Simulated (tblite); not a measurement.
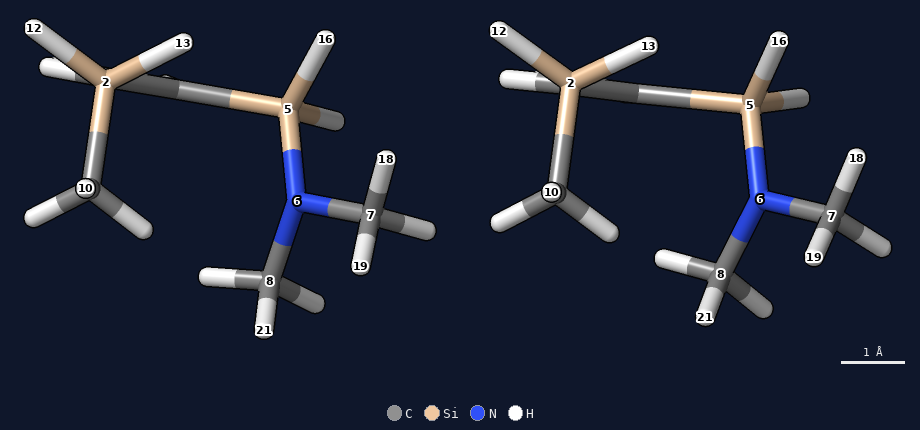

Two geometries of C₅H₁₅NSi₂, drawn at one scale. One is the start of a relaxation, the other its converged end. A stick model, seen from a free direction.

These are results of GFN2-xTB geometry optimisation, gas phase (tblite 0.8.0), not measurements. 

Q: Which of the two is the end point?

A: The right one is the relaxed one. Over 94 geometry steps the energy falls by 6.33 kcal/mol. The atom that moves furthest after the best rigid fit is an H atom (0.39 Å). Largest moves by element: H 0.39 Å, C 0.18 Å, Si 0.10 Å, N 0.06 Å. Some distances before and after: C–Si 1.835 → 1.902 Å, C–Si 1.842 → 1.885 Å, H–Si 1.498 → 1.466 Å, C–N 1.470 → 1.440 Å. Bond angles that change, for instance: N–Si–H 107.1° → 115.1°, Si–C–H 110.5° → 115.0°, C–C–Si 131.5° → 127.2°.
